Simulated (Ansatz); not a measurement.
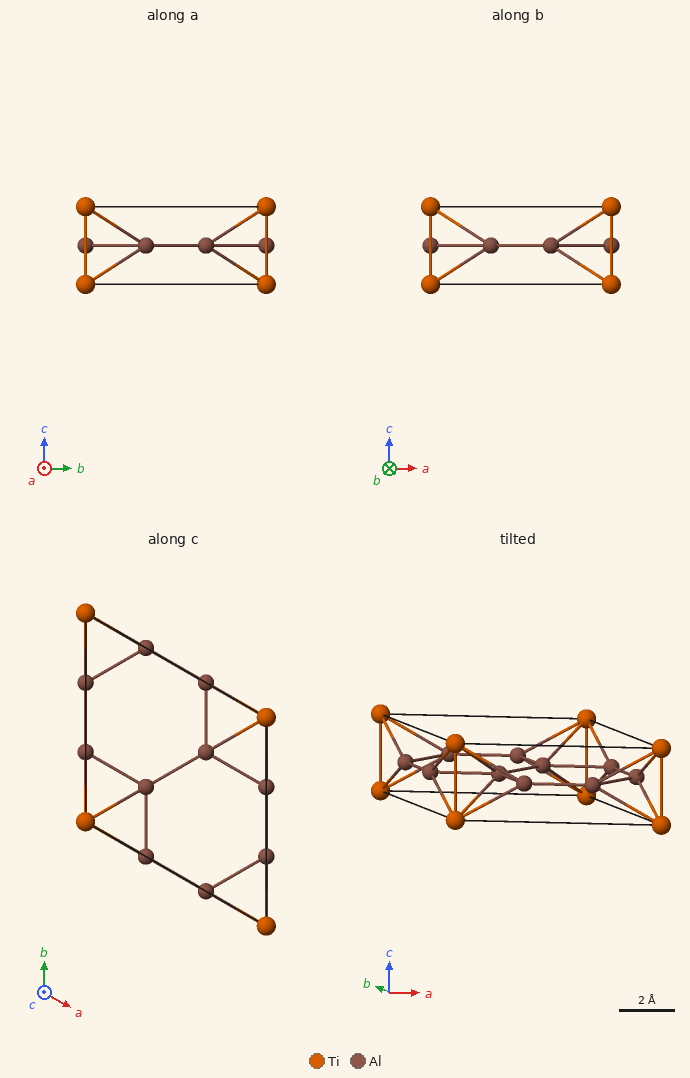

View along the a axis, along the b axis, along the c axis and slightly off an axis, drawn as a ball-and-stick model. The conventional unit cell is drawn as a box.

Lattice parameters: a = 7.677 Å, b = 7.677 Å, c = 2.860 Å, α = 90.00°, β = 90.00°, γ = 120.00°.

Q: Write the structure as a table of Wyckoff sites.

A: Space group P6/mmm (No. 191).
| atom | site | x | y | z |
| --- | --- | --- | --- | --- |
| Ti | 1a | 0.0000 | 0.0000 | 0.0000 |
| Al | 6k | 0.3338 | 0.0000 | 0.5000 |

It derives from a structure type filled with these elements by a generator (whether the compound takes this form wasn't checked). The final geometry of a relaxation with DFT PBE, scalar-relativistic, plane waves, PAW (Ansatz) is shown.
